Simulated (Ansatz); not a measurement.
A computed series for GaAs: alloy series

Consider GaAs in the zinc blende structure (space group F-43m, No. 216; a = 5.659 Å).

The other end (x = 1) is GaP in the zinc blende structure (space group F-43m, No. 216): 20.11 Å³/atom, gap 1.45 eV.

P replaces a fraction x of As; each row is one arrangement (x, atoms in the cell, starting space group or random), fully relaxed.

Method: PBEsol/PAW in Ansatz (an electronic-structure program), without spin-orbit coupling.

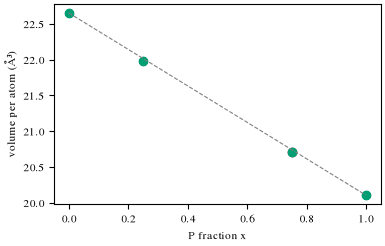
Figure. Volume per atom against P fraction x; the dashed line joins the ends

From the plot, what is the volume per atom for x(P) = 0.25, 8 atoms, P-4m2?

About 22.0 Å³.

Each cell is one ordered arrangement of few atoms, which overstates ordering effects compared with a random alloy. Stability against distortions was not tested.
